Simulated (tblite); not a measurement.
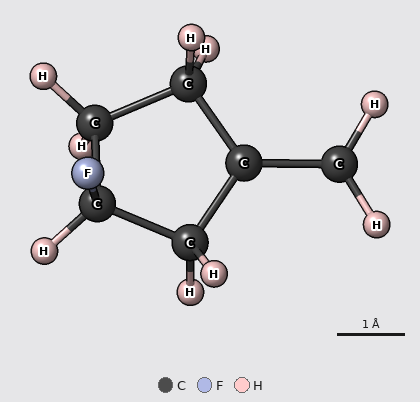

Fig. 1: The starting structure (ball-and-stick view, seen at a tilt).

Geometry relaxation of C6H9F (charge −1)

System: C6H9F, charge −1, multiplicity 2, SMILES [CH2-][C]1CC[C@H](F)C1.
Method: GFN2-xTB geometry optimisation, gas phase (tblite 0.8.0).

It belongs to a series of runs on one base structure; here: electron added.

### Input
```
{"job": {"kind": "relax", "xc": "GFN2-xTB", "basis": "xTB"}, "charge": -1, "multiplicity": 2}
C      2.296900     0.049200     0.342000
C      0.873400     0.030200     0.122300
C      0.242900    -0.371700    -1.153400
C     -1.218700    -0.583500    -0.752800
C     -1.436900     0.400400     0.394900
F     -1.632500     1.639500    -0.150400
C     -0.129800     0.395600     1.172000
H      2.699800     0.365800     1.303500
H      2.971300    -0.214600    -0.459400
H      0.663500    -1.274900    -1.585800
H      0.308200     0.447800    -1.883100
H     -1.356900    -1.620100    -0.379200
H     -1.905200    -0.420900    -1.572700
H     -2.303000     0.165000     1.001300
H     -0.154900    -0.369100     1.955700
H      0.074200     1.370400     1.633800
```

The first line tells a small driver script what to run in tblite; the rest is the geometry in Å.

Launched with:
```bash
OMP_NUM_THREADS=1 python <driver script> task.json out
```

### The program's output
```
step      E/eV     max force
  0    -604.91783    1.032
  1    -604.98724    0.515
  2    -605.01157    0.368
  3    -605.02784    0.280
  4    -605.04203    0.340
  5    -605.05250    0.244
  6    -605.05789    0.239
  7    -605.06181    0.265
  8    -605.06773    0.326
  9    -605.07908    0.461
 10    -605.09184    0.551
 11    -605.11769    0.517
 12    -605.14655    0.369
 13    -605.15626    0.281
 14    -605.16821    0.183
 15    -605.17373    0.137
 16    -605.17655    0.097
 17    -605.17810    0.099
 18    -605.18033    0.107
 19    -605.18295    0.124
 20    -605.18570    0.117
 21    -605.18827    0.127
 22    -605.19126    0.143
 23    -605.19506    0.163
 24    -605.19934    0.176
 25    -605.20336    0.169
 26    -605.20683    0.125
 27    -605.20948    0.120
 28    -605.21136    0.120
 29    -605.21242    0.090
 30    -605.21299    0.071
 31    -605.21348    0.053
 32    -605.21402    0.071
 33    -605.21454    0.065
 34    -605.21495    0.048
 35    -605.21525    0.047
 36    -605.21550    0.042
 37    -605.21570    0.035
 38    -605.21587    0.034
 39    -605.21605    0.039
 40    -605.21631    0.043
 41    -605.21663    0.057
 42    -605.21697    0.049
 43    -605.21735    0.064
 44    -605.21782    0.071
 45    -605.21842    0.085
 46    -605.21915    0.086
 47    -605.22000    0.069
 48    -605.22104    0.079
 49    -605.22240    0.109
 50    -605.22421    0.110
 51    -605.22630    0.114
 52    -605.22820    0.142
 53    -605.22980    0.163
 54    -605.23127    0.183
 55    -605.23387    0.140
 56    -605.23619    0.150
 57    -605.23886    0.130
 58    -605.24262    0.283
 59    -605.24702    0.233
 60    -605.25289    0.205
 61    -605.24890    0.504
 62    -605.26217    0.235
 63    -605.26702    0.143
 64    -605.27403    0.338
 65    -605.28077    0.292
 66    -605.29550    0.204
 67    -605.29500    0.386
 68    -605.30490    0.211
 69    -605.30965    0.206
 70    -605.32007    0.208
 71    -605.32475    0.235
 72    -605.33014    0.234
 73    -605.33437    0.208
 74    -605.33770    0.127
 75    -605.33900    0.079
 76    -605.33991    0.075
 77    -605.34048    0.094
 78    -605.34108    0.060
 79    -605.34183    0.043
 80    -605.34207    0.042
 81    -605.34237    0.035
 82    -605.34256    0.038
 83    -605.34275    0.038
 84    -605.34288    0.031
 85    -605.34300    0.027
 86    -605.34313    0.025
 87    -605.34327    0.026
 88    -605.34339    0.024
 89    -605.34347    0.024
 90    -605.34354    0.018
 91    -605.34361    0.016
 92    -605.34368    0.018
 93    -605.34374    0.018
 94    -605.34379    0.018
 95    -605.34384    0.018
 96    -605.34391    0.023
 97    -605.34398    0.023
 98    -605.34407    0.034
 99    -605.34417    0.037
100    -605.34428    0.026
101    -605.34436    0.021
102    -605.34443    0.021
103    -605.34451    0.029
104    -605.34464    0.036
105    -605.34484    0.042
106    -605.34510    0.045
107    -605.34533    0.039
108    -605.34554    0.037
109    -605.34578    0.043
110    -605.34614    0.047
111    -605.34654    0.045
112    -605.34681    0.030
113    -605.34691    0.023
114    -605.34694    0.025
115    -605.34700    0.025
116    -605.34706    0.024
117    -605.34718    0.027
118    -605.34733    0.035
119    -605.34762    0.051
120    -605.34793    0.054
121    -605.34837    0.072
122    -605.34895    0.080
123    -605.34947    0.078
124    -605.35014    0.088
125    -605.35106    0.079
126    -605.35201    0.068
127    -605.35252    0.093
128    -605.35323    0.061
129    -605.35377    0.055
130    -605.35422    0.039
131    -605.35445    0.063
132    -605.35476    0.049
133    -605.35516    0.049
134    -605.35600    0.126
135    -605.35645    0.058
136    -605.35713    0.063
137    -605.35739    0.119
138    -605.35793    0.043
139    -605.35829    0.042
140    -605.35813    0.177
141    -605.35955    0.043
142    -605.36012    0.035
143    -605.34966    0.433
144    -605.36064    0.034
145    -605.36099    0.028
146    -605.35510    0.323
147    -605.36156    0.022
148    -605.36189    0.029
149    -605.36135    0.173
150    -605.36247    0.041
151    -605.36270    0.047
152    -605.36296    0.105
153    -605.36335    0.057
154    -605.36372    0.040
155    -605.36493    0.034
156    -605.36524    0.078
157    -605.36566    0.039
158    -605.36597    0.042
159    -605.36629    0.046
160    -605.36661    0.028
161    -605.36673    0.026
162    -605.36688    0.031
163    -605.36700    0.030
164    -605.36715    0.024
165    -605.36724    0.016
166    -605.36729    0.020
167    -605.36732    0.012
168    -605.36733    0.009
```

### Trajectory as extended XYZ (Å, eV, eV/Å), 7 of the 169 frames kept, from step=0 to step=168
```
16
Properties=species:S:1:pos:R:3:forces:R:3 step=0 energy=-604.91783
C     2.2969    0.0492    0.3420    0.0180  -0.0060   0.2710
C     0.8734    0.0302    0.1223    0.8430   0.0470   0.4750
C     0.2429   -0.3717   -1.1534   -0.4400   0.2990   0.6100
C    -1.2187   -0.5835   -0.7528    0.1350  -0.6710   0.2870
C    -1.4369    0.4004    0.3949    0.7990  -0.6320  -0.1620
F    -1.6325    1.6395   -0.1504   -0.5200   0.8380  -0.1520
C    -0.1298    0.3956    1.1720    0.4170  -0.1860  -0.8510
H     2.6998    0.3658    1.3035   -0.0180  -0.0840  -0.3400
H     2.9713   -0.2146   -0.4594    0.0560   0.0640   0.1140
H     0.6635   -1.2749   -1.5858    0.2390  -0.2860  -0.3800
H     0.3082    0.4478   -1.8831   -0.0800   0.0440  -0.6650
H    -1.3569   -1.6201   -0.3792    0.0050   0.4710  -0.0970
H    -1.9052   -0.4209   -1.5727   -0.3990   0.1090  -0.2360
H    -2.3030    0.1650    1.0013   -0.6220   0.0400   0.2450
H    -0.1549   -0.3691    1.9557   -0.2920  -0.1320   0.6610
H     0.0742    1.3704    1.6338   -0.1400   0.0840   0.2200
16
Properties=species:S:1:pos:R:3:forces:R:3 step=28 energy=-605.21136
C     2.2725   -0.1883    0.4198    0.0060   0.0180  -0.0110
C     0.9411    0.2563    0.0547    0.0100  -0.0400  -0.0510
C     0.2558   -0.3371   -1.1609    0.0470  -0.0020  -0.0730
C    -1.2059   -0.5715   -0.7585    0.0200   0.0440   0.0060
C    -1.4303    0.3856    0.4016   -0.0020   0.1110   0.0460
F    -1.7657    1.6524   -0.0882   -0.1070   0.0090  -0.0250
C    -0.0999    0.4373    1.1335    0.0180  -0.0120   0.0400
H     2.6985    0.3506    1.2758    0.0270  -0.0310  -0.0120
H     2.9801   -0.2216   -0.4195   -0.0140  -0.0060   0.0500
H     0.7223   -1.2716   -1.5145    0.0100  -0.0240   0.0090
H     0.2838    0.3545   -2.0263    0.0020   0.0170   0.0430
H    -1.3462   -1.5908   -0.3937   -0.0080  -0.0340   0.0250
H    -1.9227   -0.3880   -1.5646   -0.0180  -0.0100  -0.0310
H    -2.2905    0.1126    1.0359    0.0140  -0.0300   0.0070
H    -0.1058   -0.3604    1.9162    0.0130   0.0010  -0.0100
H     0.0052    1.3889    1.6772   -0.0200  -0.0110  -0.0140
16
Properties=species:S:1:pos:R:3:forces:R:3 step=56 energy=-605.23619
C     2.2048   -0.3814    0.4859   -0.0570   0.0310  -0.0210
C     0.9798    0.2621    0.0365    0.1040  -0.0170  -0.0060
C     0.2803   -0.2435   -1.2029   -0.0560  -0.0320   0.0100
C    -1.1715   -0.5506   -0.7914   -0.0470   0.0110   0.0330
C    -1.4380    0.2979    0.4495   -0.0300   0.0180   0.0100
F    -2.1195    1.4779    0.0909    0.0690  -0.1160   0.0100
C    -0.0715    0.6160    1.0683   -0.0150  -0.0270  -0.0160
H     2.6535    0.0911    1.3690    0.0030  -0.0260   0.0060
H     2.9588   -0.5286   -0.3000   -0.0730   0.0010   0.0260
H     0.7561   -1.1433   -1.6167    0.0570   0.0370  -0.0340
H     0.2745    0.5080   -2.0176   -0.0410   0.0090   0.0450
H    -1.2687   -1.6045   -0.5150    0.0230   0.0330   0.0010
H    -1.9132   -0.3315   -1.5680    0.0380  -0.0080  -0.0030
H    -2.1414   -0.2005    1.1403    0.1210   0.0880  -0.0030
H     0.0662    0.0542    2.0123   -0.0710   0.0320  -0.0420
H    -0.0577    1.6856    1.3477   -0.0240  -0.0340  -0.0160
16
Properties=species:S:1:pos:R:3:forces:R:3 step=84 energy=-605.34288
C     1.8937   -0.7037    0.6194    0.0190   0.0030   0.0040
C     1.0615    0.3313    0.0283   -0.0050  -0.0010  -0.0040
C     0.3327   -0.0149   -1.2515   -0.0080  -0.0110  -0.0110
C    -1.0567   -0.5380   -0.8014    0.0070   0.0090  -0.0190
C    -1.3099    0.1325    0.5510    0.0010   0.0080  -0.0030
F    -2.4547    0.9583    0.4873    0.0090  -0.0290   0.0080
C    -0.0322    0.9343    0.8842    0.0020  -0.0030   0.0110
H     2.3719   -0.4321    1.5665   -0.0130   0.0080   0.0050
H     2.6117   -1.1585   -0.0716    0.0000   0.0000   0.0170
H     0.8581   -0.7568   -1.8583    0.0070   0.0100   0.0040
H     0.1834    0.8827   -1.8736   -0.0100   0.0020  -0.0020
H    -1.0081   -1.6207   -0.6731   -0.0200   0.0080   0.0020
H    -1.8645   -0.3053   -1.5024   -0.0110   0.0010  -0.0010
H    -1.5511   -0.5967    1.3332    0.0010   0.0050   0.0050
H     0.1901    0.9178    1.9542    0.0000  -0.0080  -0.0100
H    -0.2335    1.9790    0.5964    0.0220  -0.0010  -0.0050
16
Properties=species:S:1:pos:R:3:forces:R:3 step=112 energy=-605.34681
C     1.8850   -0.6969    0.6399    0.0190   0.0010   0.0060
C     1.0644    0.3281    0.0160   -0.0090  -0.0040   0.0110
C     0.3366   -0.0378   -1.2617   -0.0120  -0.0120   0.0080
C    -1.0816   -0.5001   -0.8245    0.0030   0.0010  -0.0100
C    -1.2775    0.0960    0.5727    0.0120   0.0140  -0.0150
F    -2.4773    0.8398    0.6309   -0.0020  -0.0160   0.0140
C    -0.0297    0.9533    0.8537    0.0180  -0.0090   0.0220
H     2.2872   -0.4335    1.6237    0.0050   0.0170  -0.0150
H     2.6619   -1.1184   -0.0072   -0.0180  -0.0160   0.0060
H     0.8485   -0.8137   -1.8366    0.0010   0.0120   0.0050
H     0.2258    0.8444   -1.9129    0.0060  -0.0010  -0.0170
H    -1.1237   -1.5898   -0.7797   -0.0030   0.0060  -0.0020
H    -1.8756   -0.1528   -1.4939    0.0070   0.0010  -0.0030
H    -1.4013   -0.6805    1.3357   -0.0140   0.0020  -0.0020
H     0.2020    0.9944    1.9207    0.0010   0.0020  -0.0080
H    -0.2523    1.9765    0.5119   -0.0130   0.0030   0.0000
16
Properties=species:S:1:pos:R:3:forces:R:3 step=140 energy=-605.35813
C     1.9793   -0.5294    0.6932   -0.0250   0.0570   0.0050
C     1.0268    0.3369    0.0141    0.0360  -0.0230  -0.0330
C     0.3359   -0.2214   -1.2270    0.0070  -0.0210  -0.0740
C    -1.1772   -0.3043   -0.9031   -0.0240  -0.0070  -0.0750
C    -1.2455   -0.0252    0.5945   -0.0030  -0.0320  -0.0450
F    -2.5240    0.4745    0.9481    0.0040   0.0110   0.0130
C    -0.0888    0.9330    0.8517   -0.0120  -0.0240   0.0080
H     2.4506   -0.0865    1.5780   -0.0170  -0.0100  -0.0080
H     2.7254   -0.9956    0.0414   -0.0160   0.0060  -0.0170
H     0.7359   -1.2119   -1.4924   -0.0540   0.1120   0.0150
H     0.4866    0.4272   -2.1153   -0.0470  -0.1050   0.1250
H    -1.6153   -1.2746   -1.1732    0.0490   0.1580   0.0620
H    -1.7467    0.4837   -1.4180    0.1000  -0.1310   0.0370
H    -1.1236   -0.9339    1.1931   -0.0210  -0.0280  -0.0340
H     0.1605    1.0049    1.9124    0.0000   0.0330  -0.0100
H    -0.3875    1.9316    0.4911    0.0230   0.0040   0.0300
16
Properties=species:S:1:pos:R:3:forces:R:3 step=168 energy=-605.36733
C     2.1223   -0.3544    0.6230    0.0020   0.0030   0.0080
C     0.9898    0.3166    0.0091   -0.0080   0.0010   0.0010
C     0.3039   -0.3952   -1.1549    0.0030   0.0030   0.0000
C    -1.2014   -0.1958   -0.9470   -0.0040   0.0030   0.0010
C    -1.3090   -0.0365    0.5602    0.0040  -0.0030   0.0030
F    -2.5619    0.5112    0.9296   -0.0020   0.0010  -0.0010
C    -0.1135    0.8293    0.9225    0.0000   0.0020  -0.0010
H     2.6068    0.2040    1.4313    0.0000  -0.0020  -0.0050
H     2.8576   -0.7489   -0.0858   -0.0010   0.0020   0.0000
H     0.5397   -1.4738   -1.1736    0.0050  -0.0040  -0.0070
H     0.6116    0.0016   -2.1371    0.0000  -0.0040  -0.0040
H    -1.8096   -1.0206   -1.3309    0.0020   0.0000  -0.0040
H    -1.5413    0.7311   -1.4182    0.0010   0.0020   0.0030
H    -1.2662   -1.0068    1.0678   -0.0040  -0.0020   0.0080
H     0.1429    0.7664    1.9846   -0.0010  -0.0010  -0.0030
H    -0.3792    1.8808    0.7080    0.0040   0.0000  -0.0010
```

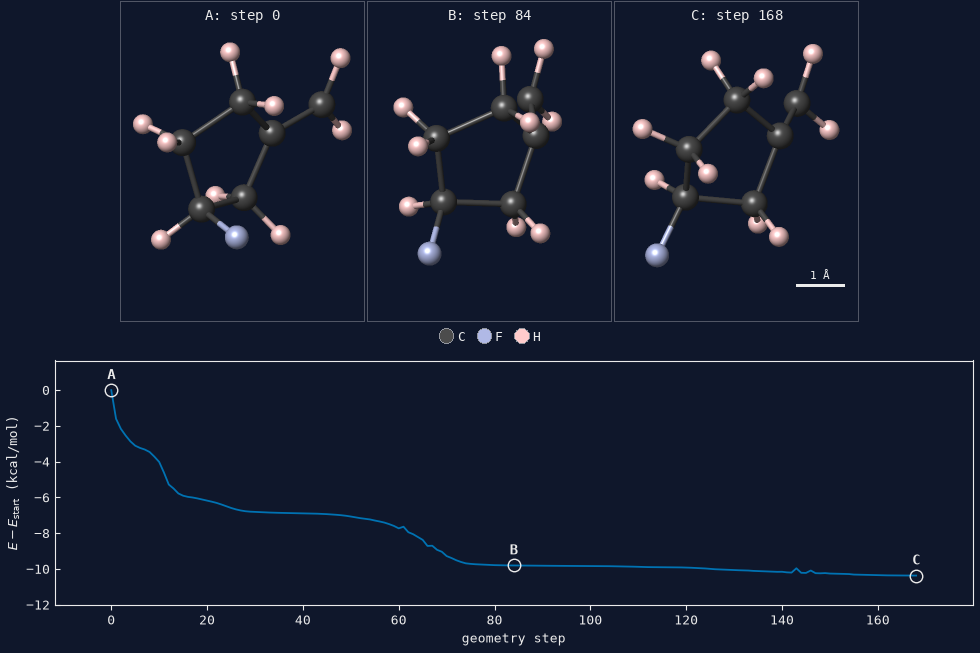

Fig. 2: Frames of the relaxation (ball-and-stick view, seen at a tilt) above the curves, on which the letters mark them (steps are counted from 0).

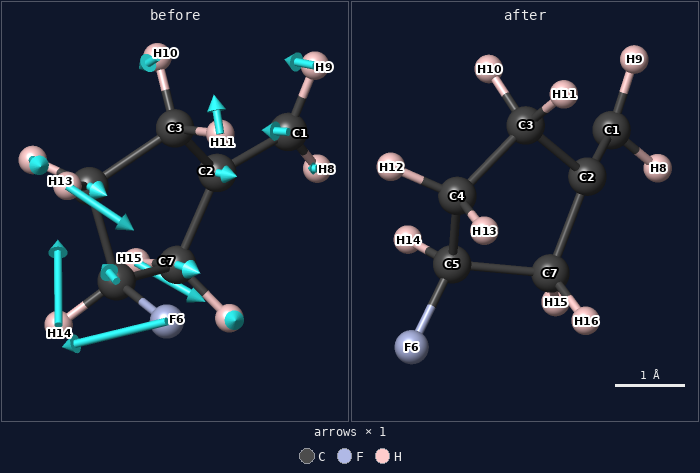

Fig. 3: Before (left) and after (right) the relaxation, at one scale (ball-and-stick view, seen at a tilt). The teal arrows give the displacements, at true length. The atom that moves furthest after the best rigid fit is F6 (1.85 Å). By element the largest moves are F 1.85 Å, H 1.59 Å, C 0.51 Å. Distances before and after: C5–F6 1.368 → 1.416 Å, C2–C3 1.479 → 1.527 Å, C2–C7 1.497 → 1.521 Å, C4–H12 1.111 → 1.094 Å. Among the angles that change: H8–C1–H9 119.7° → 111.4°, C1–C2–C3 123.8° → 117.2°, C3–C2–C7 112.7° → 106.8°. The energy falls by 10.4 kcal/mol in 168 geometry steps. Largest force component: 0.85 eV/Å at the start, 0.008 eV/Å at the end. (Atoms are counted from 1 in the order of the input.)

### Summary

| quantity | value |
| --- | --- |
| outcome | converged |
| total energy | −605.3673 eV |
| hardware | 1 CPU thread, shared host |
| wall time | 1.4 s |
| peak memory | 0.18 GiB |
